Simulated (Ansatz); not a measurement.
# r2SCAN/def2-SVP run of BSiH4O2F (SMILES O[SiH2]B(O)F)

What is the vertical singlet–triplet gap of BSiH4O2F at r2SCAN/def2-SVP? 

The calculation is run with Ansatz 0.2.0.

127 further runs of the same task are left out: 127 set aside as unsound or not needed. Runs told in other sessions of the task aren't counted.

### Step 1. Starting point

The species is BSiH4O2F (9 atoms), meant as a singlet with charge 0. SMILES: `O[SiH2]B(O)F`. Geometry: relaxed at PBE0-D4/def2-TZVP. This is one conformer, not always the lowest.

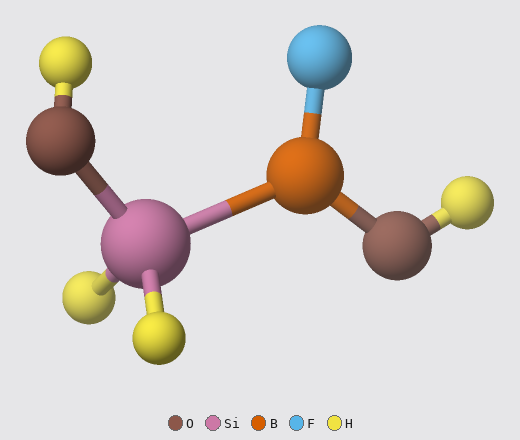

Viewed from a chosen angle; oxygen brown, silicon pink, boron orange, fluorine blue, hydrogen yellow.

### Step 2. The energy at r2SCAN/def2-SVP

molecule.yaml

```yaml
crystal:
  periodic: [false, false, false]
  atoms:
    - {symbol: O, position_ang: [1.152500, 0.650100, 1.703000]}
    - {symbol: Si, position_ang: [0.837600, -0.439800, 0.500200]}
    - {symbol: B, position_ang: [-0.701500, 0.194000, -0.670900]}
    - {symbol: O, position_ang: [-0.968000, -0.381600, -1.859000]}
    - {symbol: F, position_ang: [-1.488500, 1.196900, -0.250400]}
    - {symbol: H, position_ang: [0.401000, 1.098100, 2.092900]}
    - {symbol: H, position_ang: [2.093300, -0.579800, -0.278100]}
    - {symbol: H, position_ang: [0.493300, -1.781600, 1.056300]}
    - {symbol: H, position_ang: [-1.731300, -0.002600, -2.311100]}
basis:
  gaussian: {orbitals: def2-SVP}
accuracy: high
hamiltonian: {xc: {name: r2SCAN}}
output: {orbitals: {seedname: orbitals}}
```

On the command line:

```console
ansatz run molecule.yaml --threads 1 --pin off --max-ram 3480MiB --events-out events.jsonl --progress --plain --runs-dir runs
```

Log:

```text
Warning: RAYON_NUM_THREADS=1 ignored (pool sized by the plan → 1); use --threads N
Functional definition: r2SCAN
  name "r2SCAN"
  parameter k0 = 0.174
  parameter k1 = 0.065
  parameter a1 = 4.9479
  exchange = r2scan_x(k0 = k0, k1 = k1, a1 = a1)
  correlation = r2scan_c
2070 factors; integrals over basis functions are off by at most 6.6e-9 eV
mean field evaluation 1: about -15413.3474 eV, gradient 6.8e1 eV
mean field evaluation 2: about -15391.9003 eV, gradient 1.2e2 eV
mean field evaluation 4: about -15420.9782 eV, gradient 6.1e0 eV
mean field evaluation 8: about -15421.0349 eV, gradient 5.0e-1 eV
mean field evaluation 16: about -15421.0354 eV, gradient 4.9e-5 eV
mean field -15421.03537155 eV, -566.7125971513 hartree, gradient 1.0e-8 eV, S^2 0.000000; 0 other end points of the search recorded, 0 dependent functions left out
reference -15421.03537234 eV, -566.7125971803 hartree; 24, 24 occupied and 70, 70 virtual orbitals, 2070 factors
Total energy: -15421.03537234 eV, -566.7125971803 hartree
```

Run time: 16 s. Hardware: 1 thread of Arm Neoverse V2, shared host; peak memory 0.3 GiB.

### Step 3. The triplet, same level

in.yaml

```yaml
crystal:
  periodic: [false, false, false]
  atoms:
    - symbol: O
      position_ang: [1.152500, 0.650100, 1.703000]
    - symbol: Si
      position_ang: [0.837600, -0.439800, 0.500200]
    - symbol: B
      position_ang: [-0.701500, 0.194000, -0.670900]
    - symbol: O
      position_ang: [-0.968000, -0.381600, -1.859000]
    - symbol: F
      position_ang: [-1.488500, 1.196900, -0.250400]
    - symbol: H
      position_ang: [0.401000, 1.098100, 2.092900]
    - symbol: H
      position_ang: [2.093300, -0.579800, -0.278100]
    - symbol: H
      position_ang: [0.493300, -1.781600, 1.056300]
    - symbol: H
      position_ang: [-1.731300, -0.002600, -2.311100]
basis:
  gaussian:
    orbitals: def2-SVP
magnetization:
  spin_polarized: true
  initial_magnetization: 2
hamiltonian:
  xc: {name: r2SCAN}
accuracy: high
output: {orbitals: {seedname: orbitals}}
```

On the command line:

```console
ansatz run in.yaml --threads 1 --pin off --max-ram 3480MiB --events-out events.jsonl --progress --plain --runs-dir runs
```

Log, shortened:

```text
Warning: RAYON_NUM_THREADS=1 ignored (pool sized by the plan → 1); use --threads N
[... 7 set-up lines as earlier in the session ...]
2070 factors; integrals over basis functions are off by at most 6.6e-9 eV
mean field evaluation 1: about -15408.0441 eV, gradient 4.8e1 eV
mean field evaluation 2: about -15368.7137 eV, gradient 9.9e1 eV
mean field evaluation 4: about -15415.4706 eV, gradient 9.7e0 eV
mean field evaluation 8: about -15415.8605 eV, gradient 1.2e-1 eV
mean field evaluation 16: about -15415.8601 eV, gradient 7.4e-4 eV
mean field evaluation 32: about -15412.4491 eV, gradient 1.8e1 eV
mean field -15415.86008939 eV, -566.5224090398 hartree, gradient 6.7e-8 eV, S^2 2.006303; 3 other end points of the search recorded, 0 dependent functions left out
reference -15415.86009159 eV, -566.5224091206 hartree; 25, 23 occupied and 69, 71 virtual orbitals, 2070 factors
Total energy: -15415.86009159 eV, -566.5224091206 hartree
```

Run time: 41 s. Hardware: 1 thread of Arm Neoverse V2, shared host; peak memory 0.46 GiB.

### Step 4. Summary of results

At r2SCAN/def2-SVP:

| quantity | value |
| --- | --- |
| singlet: total energy | -566.71260 Eh |
| singlet: HOMO energy | -6.87 eV |
| singlet: LUMO energy | -0.95 eV |
| singlet: HOMO–LUMO gap | 5.92 eV |
| triplet: total energy | -566.52241 Eh |
| triplet: HOMO energy (highest over α and β) | -2.07 eV |
| triplet: ⟨S²⟩ | 2.006 |
| vertical energy of the triplet above the singlet | 5.175 eV |

**Reading.** At this shape the triplet lies 5.18 eV (499 kJ/mol) above the singlet.
